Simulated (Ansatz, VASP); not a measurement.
# Cu (Copper) in two plane-wave programs

Wanted: the spread between two codes on one cell, functional and k mesh. The cell comes out of the VASP series on this material, whose earlier steps may have relaxed, scaled or displaced it; both programs get it as it stands.

Method: plane waves, with VASP 6.6.1 beside it; relaxation of cell and atoms at LDA, in Ansatz 0.2.0.

## 1. The starting structure

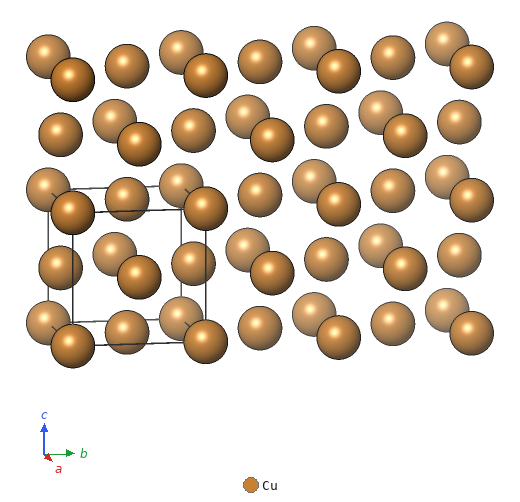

The starting structure, seen slightly off an axis (copper orange). 1×3×2 cells are drawn. This picture shows the conventional cell, with its axes. Some periodic images of atoms are drawn too.

Coordinates:

```cif
data_structure
_symmetry_space_group_name_H-M 'P 1'
_symmetry_Int_Tables_number 1
_cell_length_a 2.4908
_cell_length_b 2.4908
_cell_length_c 2.4908
_cell_angle_alpha 60.000
_cell_angle_beta 60.000
_cell_angle_gamma 60.000
_cell_volume 10.93
loop_
_atom_site_label
_atom_site_type_symbol
_atom_site_fract_x
_atom_site_fract_y
_atom_site_fract_z
_atom_site_occupancy
Cu1 Cu 0.00000 0.00000 0.00000 1
```

## 2. Ansatz: relaxation of cell and atoms, LDA

Ansatz runs on its default PAW (the set named soft_2) files.

The relaxed volume is the usual yardstick between codes: its relative difference is about their pressure difference at one cell divided by the bulk modulus.

The input, input.yaml:

```yaml
crystal:
  lattice:
    - [0.0, 1.7612717549, 1.7612717549]
    - [1.7612717549, 0.0, 1.7612717549]
    - [1.7612717549, 1.7612717549, 0.0]
  atoms:
    - { symbol: Cu, position: [0.0, 0.0, 0.0] }
hamiltonian:
  xc: lda
  pseudopotentials: { kind: paw }
kpoints:
  mp_grid: { grid: [14, 14, 14] }
scf:
  occupations: { method: methfessel_paxton, width: 0.1 }
relax:
  f_tol: 0.01
  max_steps: 60
  cell: { stress_tol: 0.05 }
output:
  forces: true
  stress: true
  write_density: true
  write_potential: true
  elf: true
  volumetric_format: npy
```

Command:

```console
ansatz run input.yaml --threads 4 --pin off --max-ram 9216MiB --backend cpu --events-out ev --progress --plain --runs-dir out
```

Numbers of over 12 decimals in the logs are rounded to 6 here.

What it wrote:

```text
Engine: ansatz 0.2.0, aarch64-unknown-linux-gnu
Pseudopotentials: kind: paw
Pseudopotential: Cu, paw, valence charge 19, recommended cutoff 420 eV (normal), Cu.paw.azcp
Functional definition: SPW92
  exchange = slater_x
  correlation = pw_c
Crystal: 1 atoms, lattice volume = 10.927 Å³
Basis set: ecut = 420 eV, 181 PW (Γ)
Bands: 14, of which v1, the nominal top of the filled ones, is band 10 counted from 1 (9 counted from 0)
Symmetry: 48 space group operations
Space group: Fm-3m (ITA 225), of the structure as read, at distance tolerance 2.2e-5 Å
k-points: 104 of 2744
Non-local potential: Cu, projectors of the file, l = 0: 3, l = 1: 2, l = 2: 3, l = 3: 1
PAW form: soft (Blöchl's): semilocal exchange-correlation on the pseudo side does not see the compensation charge
PAW frozen core: Cu, regenerated for the run's functional, and the local potential with it (the file was generated under x = pbe(κ = 0.804, μ = 0.219515), c = pbe(β = 0.066725))
PAW one-centre angular grid: Cu, 590 points (default); XC on 64 Gauss nodes
Initial density: superposition of atomic densities (neutral atoms: chi_scale 0, normalization atom), corrected by the library's trained network
Initial wavefunctions: pseudopotential atomic-orbital guess
Functional: x = slater, c = lda
SCF iter   1: F=—  HF=-6555.726946 eV  |F-HF|=—  |Δ(HF+E_count)|=         —  Δρ=2.22e-2  dr2=2.32e-2  ethr=1.77e-3  ⟨swp⟩=5.1  Hψ=7344  notcnv=0
preconditioner: auto → none  [insulator: Δε(μ)=0.092 eV  Ē_g=17.887 eV  σ=0.100 eV  W_gap=0.68  n_scr=0 (ndim 8)  ℏωp=37.3 eV  f_vac=0.000  D(μ)=0.38/eV (n_scr^D=0)  ε∞_Penn≈5.3]
SCF iter   2: F=—  HF=-6555.720593 eV  |F-HF|=—  |Δ(HF+E_count)|=   6.35e-3  S|Δr|=    0.00e0  Δρ=2.00e-3  dr2=3.44e-4  ethr=1.22e-4  ⟨swp⟩=2.7  Hψ=3169  notcnv=0  defer=36
SCF iter   3: F=—  HF=-6555.720523 eV  |F-HF|=—  |Δ(HF+E_count)|=   6.99e-5  S|Δr|=    0.00e0  Δρ=1.40e-3  dr2=5.73e-5  ethr=1.81e-6  ⟨swp⟩=2.1  Hψ=2022  notcnv=0  defer=36
SCF iter   4: F=—  HF=-6555.720549 eV  |F-HF|=—  |Δ(HF+E_count)|=   2.61e-5  S|Δr|=    0.00e0  Δρ=4.50e-5  dr2=1.79e-7  ethr=3.01e-7  ⟨swp⟩=1.1  Hψ=1487  notcnv=0  defer=36
SCF iter   5: F=-6555.720549 eV  HF=-6555.720549 eV  |F-HF|=2.79e-10  |Δ(HF+E_count)|=   1.96e-8  S|Δr|=    0.00e0  Δρ=4.15e-6  dr2=6.93e-10  ethr=5.26e-10  ⟨swp⟩=7.3  Hψ=7398  notcnv=0
SCF 1 converged in 5 iterations: F = -6555.720549 eV  dr2 = 6.93e-10
  greatest PAW one-centre occupation: 1.000 electrons in one spin orbital (limit 2), on the Cu atom at site 0 (counted from 0), in its partial waves of l = 0
relax step   1: F+E_penalty+E_count = -6555.72054924 eV  Δ(F+E_penalty+E_count) = +0.000e0 eV  max|allowed force component| = 0.000e0 eV/Å  Δτ_max = 0.0000 Å  P = -0.526 GPa  Ω = 10.927 Å³  (5 SCF iters, dr2 threshold 1.00e-7 eV, accepted)
[...]
relax step   2: F+E_penalty+E_count = -6555.72059616 eV  Δ(F+E_penalty+E_count) = -4.692e-5 eV  max|allowed force component| = 0.000e0 eV/Å  Δτ_max = 0.0000 Å  P = -0.280 GPa  Ω = 10.913 Å³  energy of the carried Pulay correction = +1.062e-5 eV  (3 SCF iters, dr2 threshold 1.00e-7 eV, accepted)
[...]
relax step   3: F+E_penalty+E_count = -6555.72062219 eV  Δ(F+E_penalty+E_count) = -2.603e-5 eV  max|allowed force component| = 0.000e0 eV/Å  Δτ_max = 0.0000 Å  P = +0.003 GPa  Ω = 10.896 Å³  energy of the carried Pulay correction = +2.265e-5 eV  (3 SCF iters, dr2 threshold 1.00e-7 eV, accepted)
[...]
relax step   4: F+E_penalty+E_count = -6555.72060052 eV  Δ(F+E_penalty+E_count) = +2.167e-5 eV  max|allowed force component| = 0.000e0 eV/Å  Δτ_max = 0.0000 Å  P = +0.005 GPa  Ω = 10.896 Å³  stress off target by 4.80e-3 GPa  SCF on the basis re-selected at this cell (its energy is not comparable with the rows above)  (5 SCF iters)
basis re-selected at this cell: Δ(F+E_penalty+E_count) = +2.167e-5 eV, ΔP = +0.002 GPa vs the last step (what re-selecting the basis moved, of the pressure what is left beyond the Pulay correction that the steps carried, after the strain that the cell walked since its last selection, with what the two solves' SCF thresholds leave and, on support functions, any second-order correction that the steps lacked; it is no measure of the basis error at this ecutwfc). This SCF's stress stands 4.80e-3 GPa from its target on what of the cell is left free (relax.cell.stress_tol is 5.00e-2 GPa) and its largest allowed force component is 0.00e0 eV/Å (relax.f_tol is 1.00e-2 eV/Å): [rest of the remark cut]
SCF converged after 5 iterations
Stability not checked: this state was not tested for a lower state beside it, because cold or Methfessel-Paxton smearing, or corrected tetrahedra, fill the levels in a way that the test cannot read (fill_not_monotonic; see scf.lower_state_search)
Free energy (F): -6555.720601 eV
Harris-Foulkes:  -6555.720601 eV  (|F-HF|=1.82e-12)
Internal energy: -6555.720560 eV  (E = F + TS)
E sigma→0 (E₀):  -6555.720590 eV
Entropy (-TS):   -0.000041 eV (-0.041 meV/atom)
Fermi energy:    18.129252 eV
--- Per-component energies (eV) ---
  E_band       = -333.970072
  E_kinetic    = 301.597822
  E_local      = -3903.511811  (includes V_loc(G=0)·N_el)
  E_nonlocal   = 393.431899
  E_hartree    = 1720.755665
  E_xc         = -89.906370
  E_vxc        = -116.615512  (∫ρ·V_xc dr)
  E_paw        = -1592.373185  (= ΣΔE_a)
  E_vpaw       = -450.384075  (= ΣTr[D̂ρ^β])
  E_aug_tail   = 0.000272  (compensation charges beyond the density's cutoff)
  E_ewald      = -3386.164513
  E_core_change = 0.449660  (= ΣΔE_core)
  E_smearing   = -0.000041  (= −TS)
  E_closure    = -0.000000  (closes the sum)
  Σ components = -6555.720601   (vs F -6555.720601, Δ=0.00e0)
--- Forces (eV/Å), atoms counted from 1 ---
  atom   1  Cu    -0.00000000     0.00000000     0.00000000
  max |Σ_I F_I| component: 4.93e-32 eV/Å
--- Stress (GPa, compression-positive) ---
        0.004802       0.000000       0.000000
        0.000000       0.004802       0.000000
        0.000000       0.000000       0.004802
  P = ⅓ Tr σ = 0.0048 GPa (0.048 kbar)
--- Band table (eV; the first three rows and the last of 104) ---
  k-point 0: bands = [... 6 lower, 14.8352, 14.8352, 15.7977, 15.7977, 41.4922, 44.4229, 44.4229, 44.4229]
  k-point 1: bands = [... 6 lower, 14.8752, 14.8752, 15.7819, 15.7819, 40.3655, 42.6599, 43.8739, 43.8739]
  k-point 2: bands = [... 6 lower, 14.9669, 14.9669, 15.7612, 15.7612, 36.8285, 42.1452, 42.9995, 42.9995]
  k-point 103: bands = [... 6 lower, 14.5627, 15.7924, 16.6124, 23.5856, 25.7040, 26.6931, 27.8408, 45.3971]
--- Relaxed structure (3 steps of the walk, 3 accepted, 1 SCFs on fresh bases) ---
  F+E_penalty+E_count = -6555.72060052 eV   max|allowed force component| = 0.000e0 eV/Å   (the final SCF, on the basis selected at the relaxed cell)
  cell:  # Å, volume = 10.8964 Å³
    - [0, 1.759613, 1.759613]
    - [1.759613, 0, 1.759613]
    - [1.759613, 1.759613, 0]
  atoms:
    - { symbol: Cu, position: [0.0, 0.0, 0.0] }
```

Run time: 1.2 s. Hardware: 4 threads of Arm Neoverse V2, shared host; peak memory 0.29 GiB; 3.6 s of CPU time.

## 3. VASP: relaxation of cell and atoms, LDA

The same cell, functional (in two slightly different forms), mesh and smearing now go to VASP, with its own data sets and cutoff.

Lines of VASP's logs that name or quote its potential files are left out, and so is its time.

The input, INCAR:

```
SYSTEM = Cu
PREC = Accurate
ENCUT = 450
EDIFF = 1E-06
NELM = 100
ISMEAR = 1
SIGMA = 0.1
LREAL = .FALSE.
ALGO = Normal
GGA = CA
NBANDS = 11
LORBIT = 11
LWAVE = .FALSE.
LCHARG = .FALSE.
KPAR = 2
IBRION = 2
NSW = 50
ISIF = 3
EDIFFG = -0.01
```

The input, POSCAR:

```
Cu
1.0
    0.0000000000      1.7612717549      1.7612717549
    1.7612717549      0.0000000000      1.7612717549
    1.7612717549      1.7612717549      0.0000000000
Cu
1
Direct
    0.0000000000      0.0000000000      0.0000000000
```

The input, KPOINTS:

```
Automatic mesh
0
Gamma
14 14 14
0 0 0
```

PAW data sets: Cu (LDA family, release 64).

Command:

```console
mpirun -np 2 vasp_std
```

What it wrote:

```text
[banner, memory and clock lines left out]
running    2 mpi-ranks, on    1 nodes
 distrk:  each k-point on    1 cores,    2 groups
 distr:  one band on    1 cores,    1 groups

 POSCAR found type information on POSCAR Cu
 POSCAR found :  1 types and       1 ions
 LDA part: xc-table for (Slater(with rela. corr.)+CA(PZ))
 , standard interpolation
 POSCAR, INCAR and KPOINTS ok, starting setup
 FFT: planning ... GRIDC
 FFT: planning ... GRID_SOFT
 FFT: planning ... GRID
 WAVECAR not read
 entering main loop
       N       E                     dE             d eps       ncg     rms          rms(c)
DAV:   1     0.352458863297E+02    0.35246E+02   -0.50246E+03  2568   0.156E+03
DAV:   2    -0.473222939766E+01   -0.39978E+02   -0.36884E+02  2333   0.190E+02
DAV:   3    -0.571133659733E+01   -0.97911E+00   -0.95004E+00  2619   0.362E+01
DAV:   4    -0.571778893937E+01   -0.64523E-02   -0.64512E-02  2593   0.259E+00
DAV:   5    -0.571785197537E+01   -0.63036E-04   -0.63035E-04  2618   0.258E-01    0.803E+00
DAV:   6    -0.507993987830E+01    0.63791E+00   -0.15576E+01  2642   0.822E+01    0.371E+00
DAV:   7    -0.472452468990E+01    0.35542E+00   -0.23044E+00  2633   0.316E+01    0.607E-01
DAV:   8    -0.470912415135E+01    0.15401E-01   -0.58357E-03  2603   0.120E+00    0.309E-01
DAV:   9    -0.470729455859E+01    0.18296E-02   -0.89820E-03  2693   0.176E+00    0.144E-02
DAV:  10    -0.470730590508E+01   -0.11346E-04   -0.26242E-05  2666   0.754E-02    0.493E-03
DAV:  11    -0.470730800927E+01   -0.21042E-05   -0.65441E-07  1707   0.123E-02    0.347E-04
DAV:  12    -0.470730801473E+01   -0.54595E-08   -0.59342E-08  1300   0.294E-03
   1 F= -.47073080E+01 E0= -.47073080E+01  d E =-.470731E+01
 curvature:   0.00 expect dE= 0.000E+00 dE for cont linesearch  0.000E+00
 trial: gam= 0.00000 g(F)=  0.117E-63 g(S)=  0.740E-04 ort = 0.000E+00 (trialstep = 0.100E+01)
 search vector abs. value=  0.740E-04
 bond charge predicted
       N       E                     dE             d eps       ncg     rms          rms(c)
DAV:   1    -0.470979455836E+01   -0.24865E-02   -0.43147E-02  2672   0.481E+00    0.407E-01
DAV:   2    -0.470806757041E+01    0.17270E-02   -0.31821E-02  2606   0.363E+00    0.148E-01
DAV:   3    -0.470738834529E+01    0.67923E-03   -0.45859E-03  2618   0.142E+00    0.574E-02
DAV:   4    -0.470731719668E+01    0.71149E-04   -0.79612E-05  2761   0.960E-02    0.170E-03
DAV:   5    -0.470731724709E+01   -0.50414E-07   -0.45438E-07  1671   0.824E-03
   2 F= -.47073172E+01 E0= -.47073157E+01  d E =-.923236E-05
 trial-energy change:   -0.000009  1 .order   -0.000009   -0.000074    0.000055
 step:   0.5730(harm=  0.5730)  dis= 0.00000  next Energy=    -4.707329 (dE=-0.212E-04)
 bond charge predicted
       N       E                     dE             d eps       ncg     rms          rms(c)
DAV:   1    -0.470777949218E+01   -0.46230E-03   -0.78027E-03  2669   0.206E+00    0.173E-01
DAV:   2    -0.470746358713E+01    0.31591E-03   -0.56903E-03  2603   0.154E+00    0.620E-02
DAV:   3    -0.470734331816E+01    0.12027E-03   -0.81812E-04  2612   0.601E-01    0.247E-02
DAV:   4    -0.470733037520E+01    0.12943E-04   -0.15871E-05  2774   0.444E-02    0.104E-03
DAV:   5    -0.470733038740E+01   -0.12199E-07   -0.87858E-08  1343   0.336E-03
   3 F= -.47073304E+01 E0= -.47073294E+01  d E =-.223727E-04
 curvature:  -0.29 expect dE=-0.341E-06 dE for cont linesearch -0.341E-06
 trial: gam= 0.00000 g(F)=  0.856E-62 g(S)=  0.119E-05 ort =-0.939E-05 (trialstep = 0.915E+00)
 search vector abs. value=  0.119E-05
 reached required accuracy - stopping structural energy minimisation
```

From OUTCAR (step 3):

```text
ion  position               nearest neighbor table
   1  0.000  0.000  0.000-

  LATTYP: Found a face centered cubic cell.
 ALAT       =     3.5225435098

 Subroutine GETGRP returns: Found 48 space group operations
 (whereof 48 operations were pure point group operations)

The static configuration has the point symmetry O_h .

 Found    104 irreducible k-points:

   k-points           NKPTS =    104   k-points in BZ     NKDIM =    104   number of bands    NBANDS=     11

   dimension x,y,z NGX =    18 NGY =   18 NGZ =   18
   dimension x,y,z NGXF=    36 NGYF=   36 NGZF=   36

   ENCUT  =  450.0 eV  33.07 Ry    5.75 a.u.   4.31  4.31  4.31*2*pi/ulx,y,z

   NELECT =      11.0000    total number of electrons

 k-points in reciprocal lattice and weights: Automatic mesh
   0.00000000  0.00000000  0.00000000       0.000
   0.07142857  0.00000000  0.00000000       0.003
   0.14285714  0.00000000  0.00000000       0.003
   0.21428571  0.00000000  0.00000000       0.003
   0.28571429  0.00000000  0.00000000       0.003
   0.35714286  0.00000000  0.00000000       0.003
   0.42857143  0.00000000  0.00000000       0.003
   0.50000000  0.00000000  0.00000000       0.001
   0.07142857  0.07142857  0.00000000       0.002
[...]
-0.28571429  0.42857143  0.21428571       0.009
  -0.28571429  0.50000000  0.21428571       0.004

 average (electrostatic) potential at core
       1 -63.7395

 E-fermi :   8.3612

 k-point     1 :       0.0000    0.0000    0.0000
  band No.  band energies     occupation
    ...
      2       5.0552      2.00000
      3       5.0552      2.00000
      4       5.0552      2.00000
      5       6.0034      2.00000
      6       6.0034      2.00000
      7      31.6872      0.00000
      8      34.7935      0.00000
      9      34.7935      0.00000
     10      34.7935      0.00000
     11      37.4103      0.00000

 k-point     2 :       0.0714    0.0000    0.0000
  band No.  band energies     occupation
    ...
      2       5.0109      2.00000
      3       5.0946      2.00000
      4       5.0946      2.00000
      5       5.9879      2.00000
      6       5.9879      2.00000
      7      30.6145      0.00000
      8      32.9619      0.00000
      9      34.2454      0.00000
     10      34.2454      0.00000
     11      38.2154      0.00000

 k-point     3 :       0.1429    0.0000    0.0000
  band No.  band energies     occupation
    ...
      2       4.8986      2.00000
      3       5.1851      2.00000
      4       5.1851      2.00000
      5       5.9677      2.00000
      6       5.9677      2.00000
      7      27.1157      0.00000
      8      32.3872      0.00000
      9      33.3756      0.00000
     10      33.3756      0.00000
     11      39.2637      0.00000

  Total        0.0028679      0.0028679      0.0028679     -0.0000000     -0.0000000      0.0000000
  in kB        0.4212869      0.4212869      0.4212869     -0.0000000     -0.0000000      0.0000000
  external PRESSURE =       0.4212869 kB  Pullay stress =       0.0000000 kB

  energy-cutoff  :      450.00
  volume of cell :       10.91
      direct lattice vectors                 reciprocal lattice vectors
     0.000000000  1.760170627  1.760170627    -0.284063370  0.284063370  0.284063370
     1.760170627  0.000000000  1.760170627     0.284063370 -0.284063370  0.284063370
     1.760170627  1.760170627  0.000000000     0.284063370  0.284063370 -0.284063370

 POSITION                                       TOTAL-FORCE (eV/Angst)
 -----------------------------------------------------------------------------------
      0.00000      0.00000      0.00000         0.000000     -0.000000      0.000000
 -----------------------------------------------------------------------------------
    total drift:                                0.000000      0.000000     -0.000000

  FREE ENERGIE OF THE ION-ELECTRON SYSTEM (eV)
  ---------------------------------------------------
  free  energy   TOTEN  =        -4.7073303874 eV

  energy  without entropy=       -4.7073274498  energy(sigma->0) =       -4.70732941

 reached required accuracy - stopping structural energy minimisation

 total charge
# of ion       s       p       d       tot
------------------------------------------
    1        0.480   0.442   9.189  10.110

[... 3 further parts left out ...]
```

CONTCAR:

```
Cu
   1.00000000000000
     0.0000000000000000    1.7601706274997873    1.7601706274997873
     1.7601706274997873    0.0000000000000000    1.7601706274997873
     1.7601706274997873    1.7601706274997873    0.0000000000000000
  Cu
     1
Direct
     0.0000000000000000    0.0000000000000000    0.0000000000000000
```

## 4. Comparison

Known differences besides the PAW data sets themselves: the two LDA forms differ slightly; both relaxations stop at a tolerance, which leaves soft axes loose, and VASP keeps its plane-wave basis; the data sets hold 19 valence electrons in Ansatz (default PAW (the set named soft_2) files) and 11 in VASP; the cutoff is 420 eV in Ansatz and 450 eV in VASP; Ansatz makes its cores anew for this functional, VASP keeps those of its LDA data sets; Ansatz adds a Pulay correction to the stress that steers its cell, VASP none. Total energies have different zeros and are not compared.

Compared:

```
                                         quantity  Ansatz   VASP  difference
                                      volume (Å³)   10.90  10.91     -0.09 %
edge a after relaxation, in the typed setting (Å)   2.489  2.489     -0.03 %
```

The walks stopped with 0.00 GPa left in Ansatz and 0.04 GPa in VASP; each walk ends within a tolerance, so the volume difference is uncertain by about these residues over the bulk modulus, most in soft cells.

## 5. Summary of results

```yaml
difference_in_volume_relaxation_of_cell_and_atoms_lda: -0.095 %
```

**Reading.** The difference in volume is -0.095 % (relaxation of cell and atoms, LDA), within the 1.2 % picked in this series as the mark of a large difference, as far as the stopping tolerances let one tell. Differences of this kind measure data sets and numerical settings, not the functional's error against experiment.

[Lines on the potential files, build, host, timing and source positions are cut from VASP's logs without a mark.]

[Logs are printed without paths, hosts, clocks, repeated set-up lines and the standing remarks that a program may print on its own settings, such as how far it seeks lower states.]

[Hosts, paths, dates, database ids (printed as entryN), source tags and the programs' standing remarks are cut or masked in the printed files.]
